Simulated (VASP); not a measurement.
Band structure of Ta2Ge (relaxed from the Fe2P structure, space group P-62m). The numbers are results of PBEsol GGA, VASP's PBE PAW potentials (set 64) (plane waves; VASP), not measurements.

Unless said otherwise, spin-orbit coupling is left out, though it shifts the bands of the heavy elements here.

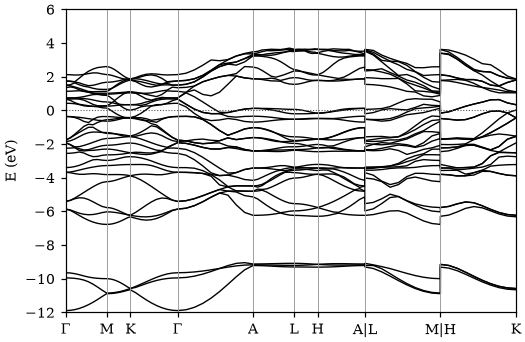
Figure: Bands along high-symmetry lines, zero at the valence-band maximum or, without a gap, the Fermi level

Q: Read the plot: is there a gap, and where are the band edges?

A: It has no gap at this level: it comes out as a metal or semimetal. (Edges off the drawn lines would not show.)

The structure was generated: Ta2Ge was put into the Fe2P type (P-62m), which need not be its known phase. It was relaxed first, which changed the volume by -13 %.
